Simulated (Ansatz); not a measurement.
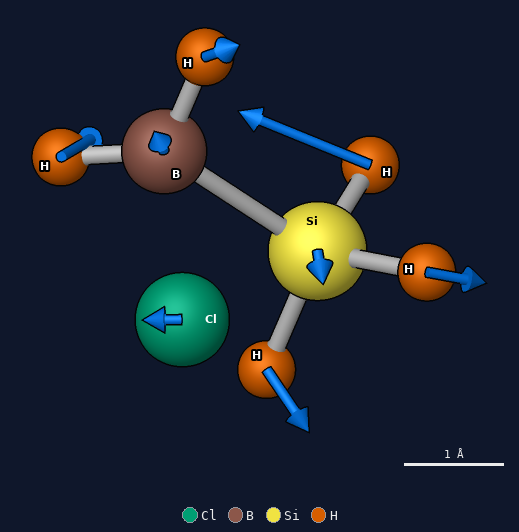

This is a constrained relaxation of BSiH5Cl (multiplicity 2). The starting structure is drawn; blue arrows show the displacements, magnified 5 times. The two geometries are superimposed by the best rigid fit.

The picture is a ball-and-stick view, seen from a free direction.

The reaction that was planned forms Cl1–Si3 and breaks Cl1–B2 (atoms numbered from 1 in input order).

These are results of UKS PBE0-D4/def2-SVP (Ansatz), not measurements.

Input
```yaml
crystal:
  periodic: [false, false, false]
  atoms:
    - {symbol: Cl, position_ang: [-0.637900, -1.546100, 1.217300]}
    - {symbol: B, position_ang: [0.708000, 0.077100, 0.919500]}
    - {symbol: Si, position_ang: [-0.416500, 0.165800, -0.810200]}
    - {symbol: H, position_ang: [0.481700, 0.866600, 1.744600]}
    - {symbol: H, position_ang: [1.778500, -0.305500, 0.669900]}
    - {symbol: H, position_ang: [-1.760200, 0.646100, -0.497300]}
    - {symbol: H, position_ang: [0.198900, 1.184400, -1.696700]}
    - {symbol: H, position_ang: [-0.352600, -1.088400, -1.547200]}
basis:
  gaussian: {orbitals: def2-SVP}
magnetization: {spin_polarized: true, initial_magnetization: 1}
hamiltonian: {xc: pbe0, dispersion: d4}
relax: {f_tol: 0.08, max_steps: 120, escape_saddle: false, constraints: [{distance: [0, 2]}, {distance: [0, 1]}]}
```

Question: Atoms of which element are displaced furthest, and by how much?

Answer: Hydrogen: up to 0.30 Å, against 0.08 Å for chlorine.

Question: What happened in the run?

Answer: The largest move after the best rigid fit is that of H7, 0.30 Å. By element the largest moves are H 0.30 Å, Cl 0.08 Å, Si 0.08 Å, B 0.06 Å. Near-neighbour distances that change, for instance: B2–Si3 2.065 → 2.151 Å, B2–H4 1.164 → 1.201 Å, Si3–H7 1.484 → 1.510 Å, Si3–H6 1.461 → 1.485 Å. Among the angles between lasting bonds that change: B2–Si3–H7 107.7° → 93.4°, Si3–B2–H4 117.3° → 107.1°, H4–B2–H5 123.6° → 130.5°. The optimiser took 4 steps. The run took about 20 core-seconds on a shared host.
